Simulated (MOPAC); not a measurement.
## Geometry relaxation, with input and output: SiF$_{5}$ (charge −1) (part 1 of 2)

SiF$_{5}$, charge −1, SMILES F[Si-](F)(F)(F)F, computed with PM6-D3, closed shell, dispersion D3 (MOPAC 23.2.5).

The atoms were displaced at random from an optimised geometry.

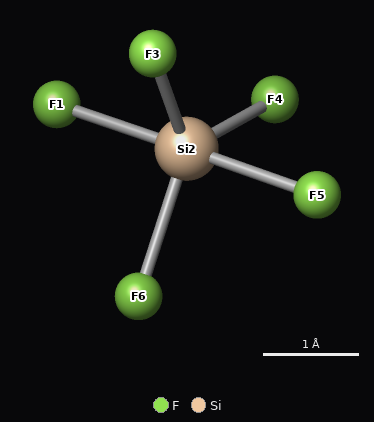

The structure as given in the input (ball-and-stick view, seen at a tilt; atoms are numbered from 1 in the order of the input).

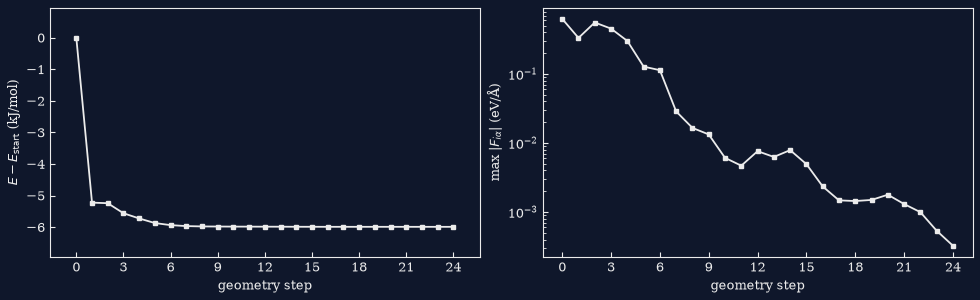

Progress of the relaxation, step by step (steps are counted from 0).

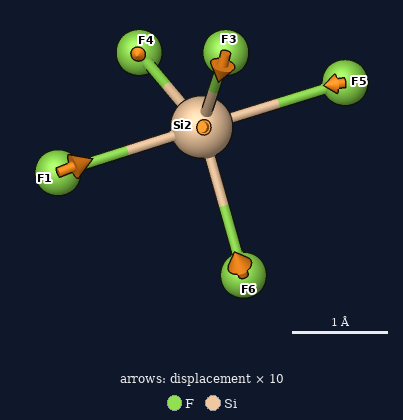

The starting structure with the displacements as orange arrows, magnified 10 times (ball-and-stick view, seen at a tilt). The two geometries are laid on each other by the best rigid fit. The largest move after the best rigid fit is that of F1, 0.043 Å. By element the largest moves are F 0.043 Å, Si 0.016 Å. Among the contacts that change: Si2–F6 1.634 → 1.600 Å, F1–Si2 1.665 → 1.633 Å, Si2–F3 1.621 → 1.600 Å. Over 24 geometry steps the energy falls by 5.99 kJ/mol. Largest force component: 0.63 eV/Å at the start, 0.00032 eV/Å at the end. (Atoms are counted from 1 in the order of the input.)

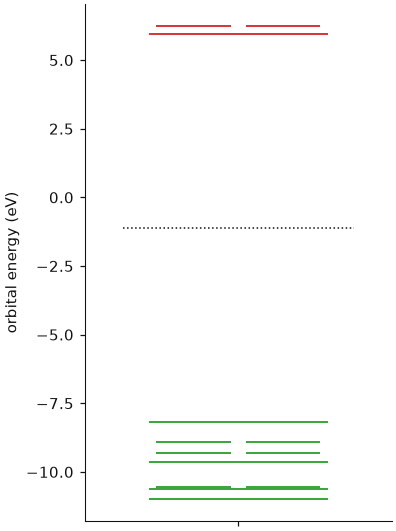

Orbital energies near the frontier; the dotted line parts filled from empty levels, and levels within 0.02 eV of each other stand side by side. Highest filled −8.18 eV, lowest empty 5.96 eV, 14.14 eV apart.

The input and output of the run follow.

Input file (input.mop)
```
PM6-D3 PRECISE DISP CHARGE=-1 CYCLES=300 GNORM=0.02 GRADIENTS AUX(PRECISION=6) T=10M THREADS=1
job F5Si

F     -0.722809 1    -1.100445 1     1.033730 1
Si    -0.018601 1    -0.000912 1     0.000316 1
F     -1.469769 1     0.589909 1    -0.415897 1
F      0.634893 1    -1.209996 1    -0.857129 1
F      0.711199 1     1.090637 1    -1.026797 1
F      0.844385 1     0.627402 1     1.237090 1
```

Run as:
```bash
mopac input.mop
```

What the program printed
```
MOPAC v23.2.5
PM6-D3 CALCULATION RESULTS

 *  PM6-D3     - CORRECT DISPERSION USING D3 METHOD
 *
 *
 *
 *                 CHARGE ON SYSTEM = -1
 *
 *
 *
 *  PRECISE    - TIGHTER CRITERIA TO BE USED
 *  THREADS=1  - MULTI-THREADING NOT USED
 *  CYCLES=    - DO A MAXIMUM OF 300 STEPS
 *  GNORM      - EXIT WHEN GRADIENT NORM DROPS BELOW 0.020
 *  AUX        - OUTPUT AUXILIARY INFORMATION
 *  GRADIENTS  - ALL GRADIENTS TO BE PRINTED
 *  DISP       - PRINT DISPERSION AND HYDROGEN BOND ENERGIES
PM6-D3 PRECISE DISP CHARGE=-1 CYCLES=300 GNORM=0.02 GRADIENTS AUX(PRECISION=6) T=10M THREADS=1
 job F5Si

   ATOM   CHEMICAL          X               Y               Z
  NUMBER   SYMBOL      (ANGSTROMS)     (ANGSTROMS)     (ANGSTROMS)

     1       F         -0.72280900  *  -1.10044500  *   1.03373000  *
     2      Si         -0.01860100  *  -0.00091200  *   0.00031600  *
     3       F         -1.46976900  *   0.58990900  *  -0.41589700  *
     4       F          0.63489300  *  -1.20999600  *  -0.85712900  *
     5       F          0.71119900  *   1.09063700  *  -1.02679700  *
     6       F          0.84438500  *   0.62740200  *   1.23709000  *

          CARTESIAN COORDINATES

    NO.       ATOM           X           Y           Z

     1         F         -0.7228     -1.1004      1.0337
     2        Si         -0.0186     -0.0009      0.0003
     3         F         -1.4698      0.5899     -0.4159
     4         F          0.6349     -1.2100     -0.8571
     5         F          0.7112      1.0906     -1.0268
     6         F          0.8444      0.6274      1.2371

           Empirical Formula: F5 Si  =     6 atoms

      MOLECULAR POINT GROUP   :   Cs

      RHF CALCULATION, NO. OF DOUBLY OCCUPIED LEVELS = 20

          Geometry optimization using EF

          DIAGONAL MATRIX USED AS START HESSIAN

 CYCLE:     1 TIME:   0.008 TIME LEFT: 10.00M  GRAD.:    41.673 HEAT: -516.0831
 CYCLE:     2 TIME:   0.008 TIME LEFT: 10.00M  GRAD.:    13.442 HEAT: -517.3314
 CYCLE:     3 TIME:   0.000 TIME LEFT: 10.00M  GRAD.:    17.400 HEAT: -517.3356
 CYCLE:     4 TIME:   0.008 TIME LEFT: 10.00M  GRAD.:    13.874 HEAT: -517.4116
 CYCLE:     5 TIME:   0.000 TIME LEFT: 10.00M  GRAD.:     9.989 HEAT: -517.4510
 CYCLE:     6 TIME:   0.000 TIME LEFT: 10.00M  GRAD.:     5.772 HEAT: -517.4859
 CYCLE:     7 TIME:   0.008 TIME LEFT: 10.00M  GRAD.:     3.569 HEAT: -517.5016
 CYCLE:     8 TIME:   0.000 TIME LEFT: 10.00M  GRAD.:     1.196 HEAT: -517.5089
 CYCLE:     9 TIME:   0.000 TIME LEFT: 10.00M  GRAD.:     0.701 HEAT: -517.5115
 CYCLE:    10 TIME:   0.008 TIME LEFT: 10.00M  GRAD.:     0.519 HEAT: -517.5122
 CYCLE:    11 TIME:   0.000 TIME LEFT: 10.00M  GRAD.:     0.340 HEAT: -517.5128
 CYCLE:    12 TIME:   0.000 TIME LEFT: 10.00M  GRAD.:     0.284 HEAT: -517.5130
 CYCLE:    13 TIME:   0.008 TIME LEFT: 10.00M  GRAD.:     0.318 HEAT: -517.5134
 CYCLE:    14 TIME:   0.000 TIME LEFT: 10.00M  GRAD.:     0.267 HEAT: -517.5136
 CYCLE:    15 TIME:   0.000 TIME LEFT: 10.00M  GRAD.:     0.310 HEAT: -517.5141
 CYCLE:    16 TIME:   0.008 TIME LEFT: 10.00M  GRAD.:     0.214 HEAT: -517.5142
 CYCLE:    17 TIME:   0.000 TIME LEFT: 10.00M  GRAD.:     0.122 HEAT: -517.5144
 CYCLE:    18 TIME:   0.000 TIME LEFT: 10.00M  GRAD.:     0.073 HEAT: -517.5144
 CYCLE:    19 TIME:   0.008 TIME LEFT: 10.00M  GRAD.:     0.065 HEAT: -517.5144
 CYCLE:    20 TIME:   0.000 TIME LEFT: 10.00M  GRAD.:     0.070 HEAT: -517.5144
 CYCLE:    21 TIME:   0.000 TIME LEFT: 10.00M  GRAD.:     0.092 HEAT: -517.5145
 CYCLE:    22 TIME:   0.000 TIME LEFT: 10.00M  GRAD.:     0.074 HEAT: -517.5145
 CYCLE:    23 TIME:   0.008 TIME LEFT: 10.00M  GRAD.:     0.046 HEAT: -517.5145
 CYCLE:    24 TIME:   0.000 TIME LEFT: 10.00M  GRAD.:     0.027 HEAT: -517.5145
 CYCLE:    25 TIME:   0.000 TIME LEFT: 10.00M  GRAD.:     0.016 HEAT: -517.5145

     GRADIENT =  0.01595 IS LESS THAN CUTOFF =  0.02000

 -------------------------------------------------------------------------------
 PM6-D3 PRECISE DISP CHARGE=-1 CYCLES=300 GNORM=0.02 GRADIENTS AUX(PRECISION=6) T=10M THREADS=1
 job F5Si

     GEOMETRY OPTIMISED USING EIGENVECTOR FOLLOWING (EF).
     SCF FIELD WAS ACHIEVED

                              PM6-D3 CALCULATION

          FINAL HEAT OF FORMATION =       -517.51451 KCAL/MOL =   -2165.28072 KJ/MOL

          TOTAL ENERGY            =     -56277.32773 KCAL/MOL = ELECTRONIC ENERGY + CORE-CORE REPULSION
          ENERGY OF ATOMS         =      55760.68513 KCAL/MOL
                              SUM =       -516.64260 KCAL/MOL
          DISPERSION ENERGY       =         -0.87191 KCAL/MOL
                              SUM =       -517.51451 KCAL/MOL = FINAL HEAT OF FORMATION

          TOTAL ENERGY            =      -2440.41591 EV
          ELECTRONIC ENERGY       =      -5828.10523 EV
          CORE-CORE REPULSION     =       3387.68933 EV
          COSMO AREA              =        104.96 SQUARE ANGSTROMS
          COSMO VOLUME            =         92.29 CUBIC ANGSTROMS

          GRADIENT NORM           =          0.01595          =       0.00651 PER ATOM
          IONIZATION POTENTIAL    =          8.178340 EV
          HOMO LUMO ENERGIES (EV) =         -8.178  5.959
          NO. OF FILLED LEVELS    =         20
          MOLECULAR WEIGHT        =        123.0775         POINT GROUP:  D3h

          MOLECULAR DIMENSIONS (Angstroms)

            Atom       Atom       Distance
            F     5    F     1     3.26529
            F     3    F     4     2.77104
            F     3    F     6     2.39953

          SCF CALCULATIONS        =         28

          WALL-CLOCK TIME         =      0.078 SECONDS
          COMPUTATION TIME        =      0.079 SECONDS

       FINAL  POINT  AND  DERIVATIVES

   PARAMETER     ATOM    TYPE            VALUE        GRADIENT
      1          1  F    CARTESIAN X    -0.707410      0.004660  KCAL/ANGSTROM
      2          1  F    CARTESIAN Y    -1.073288      0.004006  KCAL/ANGSTROM
      3          1  F    CARTESIAN Z     1.005338      0.000178  KCAL/ANGSTROM
      4          2 Si    CARTESIAN X    -0.003985     -0.002309  KCAL/ANGSTROM
      5          2 Si    CARTESIAN Y    -0.000574     -0.000446  KCAL/ANGSTROM
      6          2 Si    CARTESIAN Z    -0.004615      0.000442  KCAL/ANGSTROM
      7          3  F    CARTESIAN X    -1.443668     -0.004957  KCAL/ANGSTROM
      8          3  F    CARTESIAN Y     0.581582      0.006874  KCAL/ANGSTROM
      9          3  F    CARTESIAN Z    -0.388996      0.000420  KCAL/ANGSTROM
     10          4  F    CARTESIAN X     0.622902      0.007492  KCAL/ANGSTROM
     11          4  F    CARTESIAN Y    -1.206339     -0.001971  KCAL/ANGSTROM
     12          4  F    CARTESIAN Z    -0.848679      0.001819  KCAL/ANGSTROM
     13          5  F    CARTESIAN X     0.699351     -0.001854  KCAL/ANGSTROM
     14          5  F    CARTESIAN Y     1.072119     -0.001014  KCAL/ANGSTROM
     15          5  F    CARTESIAN Z    -1.014660     -0.002529  KCAL/ANGSTROM
     16          6  F    CARTESIAN X     0.808953     -0.003031  KCAL/ANGSTROM
     17          6  F    CARTESIAN Y     0.623021     -0.007448  KCAL/ANGSTROM
     18          6  F    CARTESIAN Z     1.223990     -0.000330  KCAL/ANGSTROM

   ATOM   CHEMICAL          X               Y               Z
  NUMBER   SYMBOL      (ANGSTROMS)     (ANGSTROMS)     (ANGSTROMS)

     1       F         -0.70740987  *  -1.07328774  *   1.00533773  *
     2      Si         -0.00398491  *  -0.00057410  *  -0.00461493  *
     3       F         -1.44366845  *   0.58158249  *  -0.38899610  *
     4       F          0.62290202  *  -1.20633887  *  -0.84867925  *
     5       F          0.69935144  *   1.07211935  *  -1.01466037  *
     6       F          0.80895278  *   0.62302094  *   1.22399030  *

                             CARTESIAN COORDINATES

   1    F       -0.707409870    -1.073287735     1.005337725
   2   Si       -0.003984906    -0.000574103    -0.004614934
   3    F       -1.443668452     0.581582488    -0.388996099
   4    F        0.622902017    -1.206338873    -0.848679249
   5    F        0.699351440     1.072119347    -1.014660370
   6    F        0.808952781     0.623020939     1.223990305

           Empirical Formula: F5 Si  =     6 atoms

      MOLECULAR POINT GROUP   :   D3h

                  EIGENVALUES
 -35.59848 -35.59813 -34.95997 -34.68493 -34.06495 -13.10914 -11.08137 -11.08135
 -11.01793 -11.01759 -10.99030 -10.62176 -10.56172 -10.56153  -9.62869  -9.31755
  -9.31746  -8.90298  -8.90276  -8.17834   5.95895   6.25090   6.25099   6.42580
   6.42581   8.95386   9.20595   9.21775   9.21788

              NET ATOMIC CHARGES AND DIPOLE CONTRIBUTIONS

  ATOM NO.   TYPE          CHARGE      No. of ELECS.   s-Pop       p-Pop       d-Pop
    1          F          -0.360963        7.3610     1.93812     5.42284
    2         Si           0.583333        3.4167     0.78850     0.99060     1.63757
    3          F          -0.287159        7.2872     1.93441     5.35275
    4          F          -0.287140        7.2871     1.93441     5.35273
    5          F          -0.360966        7.3610     1.93812     5.42285
    6          F          -0.287105        7.2871     1.93441     5.35270
 DIPOLE           X         Y         Z       TOTAL
 POINT-CHG.     0.000     0.000     0.000     0.000
 HYBRID        -0.000     0.000    -0.000     0.000
 SUM            0.000     0.000     0.000     0.000

          ATOMIC ORBITAL ELECTRON POPULATIONS

     Atom    s        px        py        pz      x^2-y^2     xz        z^2       yz        xy
    1  F   1.93812   1.84827   1.78055   1.79403
    2 Si   0.78850   0.32347   0.33469   0.33245   0.28970   0.34227   0.26740   0.39378   0.34441
    3  F   1.93441   1.63197   1.84927   1.87151
    4  F   1.93441   1.83709   1.71310   1.80254
    5  F   1.93812   1.84828   1.78055   1.79402
    6  F   1.93441   1.80437   1.84316   1.70517

 *                    *
 * JOB ENDED NORMALLY *
 *                    *

 TOTAL JOB TIME:             0.08 SECONDS

 == MOPAC DONE ==
```

Trajectory as extended XYZ (Å, eV, eV/Å), 25 frames, from step=0 to step=24
```
6
Properties=species:S:1:pos:R:3:forces:R:3 step=0 energy=-22.37948
F    -0.7228   -1.1004    1.0337    0.3462   0.6069  -0.5391
Si   -0.0186   -0.0009    0.0003    0.3960   0.0617   0.0923
F    -1.4698    0.5899   -0.4159    0.5223  -0.2309   0.2110
F     0.6349   -1.2100   -0.8571   -0.3085   0.4304   0.3225
F     0.7112    1.0906   -1.0268   -0.4041  -0.5494   0.5429
F     0.8444    0.6274    1.2371   -0.5520  -0.3187  -0.6296
6
Properties=species:S:1:pos:R:3:forces:R:3 step=1 energy=-22.43361
F    -0.7158   -1.0814    1.0077    0.0299   0.1029  -0.0250
Si   -0.0116    0.0009    0.0049   -0.2020  -0.0680  -0.3331
F    -1.4607    0.5810   -0.4052    0.2788  -0.0873   0.1349
F     0.6294   -1.1969   -0.8391   -0.0362  -0.0011   0.0176
F     0.7027    1.0733   -1.0009   -0.0681   0.0037  -0.0345
F     0.8338    0.6193    1.2029   -0.0024   0.0500   0.2402
6
Properties=species:S:1:pos:R:3:forces:R:3 step=2 energy=-22.43379
F    -0.7144   -1.0756    1.0051    0.0317   0.0871  -0.0322
Si   -0.0142   -0.0009   -0.0115    0.1516   0.0887   0.5573
F    -1.4544    0.5775   -0.3967   -0.0306   0.0076  -0.0293
F     0.6280   -1.1958   -0.8353    0.0392  -0.2132  -0.1857
F     0.7006    1.0710   -1.0003    0.0328   0.1465  -0.1627
F     0.8327    0.6202    1.2125   -0.2247  -0.1168  -0.1475
```
